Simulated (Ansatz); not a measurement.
The starting structures come from a database of crystals and need not be the phases stable at ambient conditions.

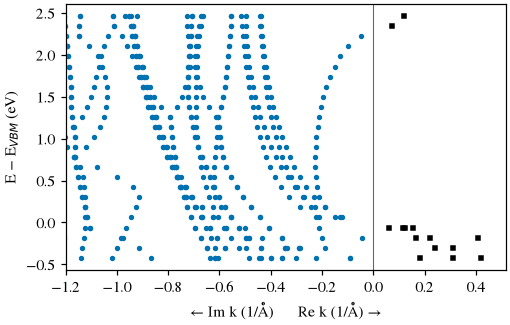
Figure: Complex bands at the centre of the two-dimensional zone; r2SCAN (Ansatz, a quantum-chemistry and plane-wave program)

No gap correction and no spin-orbit coupling; mid-gap values are interpolated between computed energies.

Task: This is Zn$_{2}$GeO$_{4}$ (P4_322, not sure to be the ambient phase, 28 atoms a cell, 10.6 Å³ an atom, -5 GPa at this level) along the normal of (100). Read off the slowest decay at the centre of the two-dimensional zone at 1.14 eV, the computed energy nearest the middle of the gap.

Result: κ ≈ 0.22 1/Å, a decay length 1/(2κ) of the density of 2.3 Å.
